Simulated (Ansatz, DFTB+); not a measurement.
## Redistribution: C2H7N + CH4O → C2H6O + CH5N

Species: C2H7N (ethanamine) `CCN`, singlet; CH4O (methanol) `CO`, singlet; C2H6O (ethanol) `CCO`, singlet; CH5N (methylamine) `CN`, singlet. The partners trade NH2 for OH; both sit on C, so the bond types are kept.

Shapes, held fixed at every level: PBE0-D4/def2-TZVP. Flexible molecules stand in one conformer, not always the lowest. Programs: Ansatz 0.2.0, DFTB+ 25.1. The zero-point and thermal change to 298 K, harmonic and unscaled (PBE0-D4/def2-TZVP), is +0.1 kJ/mol.

**What was measured.** Tabulated heats of formation (Active Thermochemical Tables, CRC Handbook of Chemistry and Physics): C2H7N -47.5 (CRC); CH4O -200.7 (ATcT); C2H6O -234.6 (ATcT); CH5N -20.9 (ATcT) kJ/mol, which give ΔH(298 K) = -7.3 kJ/mol.

```csv
level,kind,ΔH (kJ/mol),computed − measured
DFTB3-D3(BJ),semi-empirical,-3.2,+4.1
HF/def2-SVP,Hartree–Fock,-6.0,+1.3
HF/def2-TZVPP,Hartree–Fock,-5.6,+1.7
SPW92/def2-TZVPP,LDA,-5.8,+1.5
r2SCAN-D4/def2-TZVPP,meta-GGA,-5.5,+1.8
B3LYP/6-31G* (Cartesian functions),global hybrid,-6.1,+1.1
B3LYP-D4/def2-TZVPP,global hybrid,-4.8,+2.4
CCSD/def2-SVP,coupled cluster or CI,-4.7,+2.6
CCSD(T)/CBS estimate,coupled cluster or CI,-4.5,+2.8
```

Nearest: B3LYP/6-31G* (Cartesian functions) (+1.1); farthest: DFTB3-D3(BJ) (+4.1). 9 of 9 levels lie within 10 kJ/mol. The CBS estimate extrapolates MP2 from def2-TZVPP and def2-QZVPP and adds CCSD(T) − MP2 in the triple-zeta set, cores frozen.

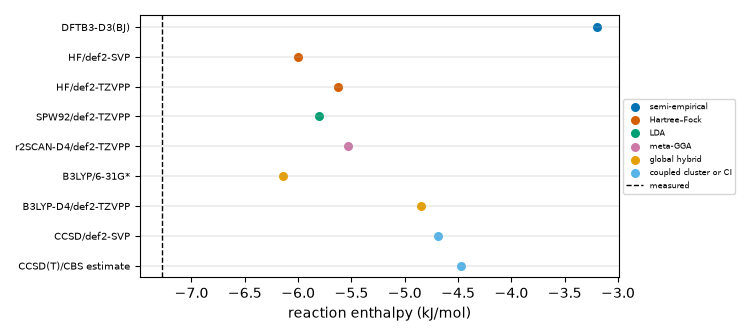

The values of the table, level by level.
